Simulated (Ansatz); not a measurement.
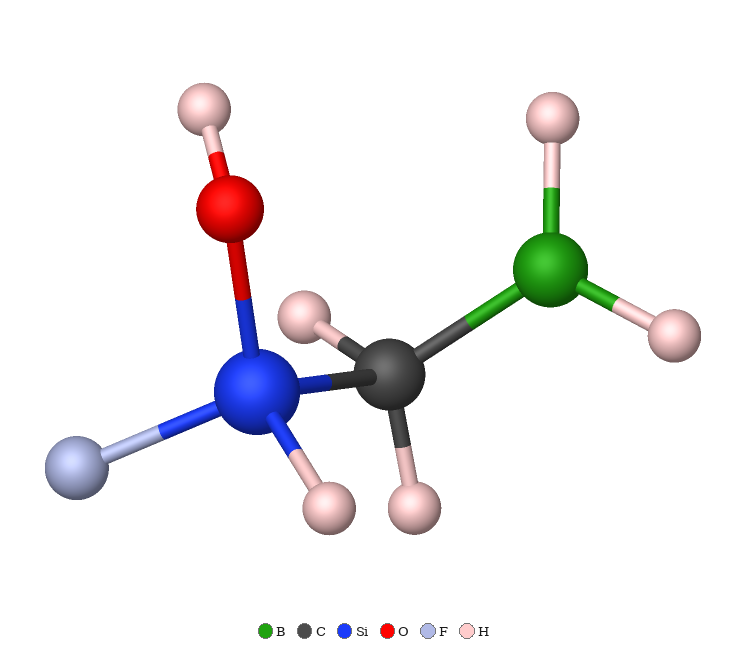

Simulated data, not a measurement (program: Ansatz).

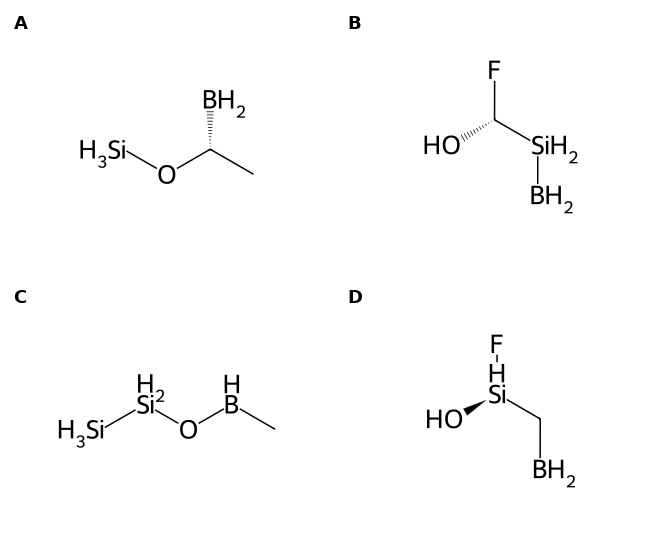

The first picture shows one of the molecules drawn in the second. Which?

D, `BC[Si@@H](O)F`.
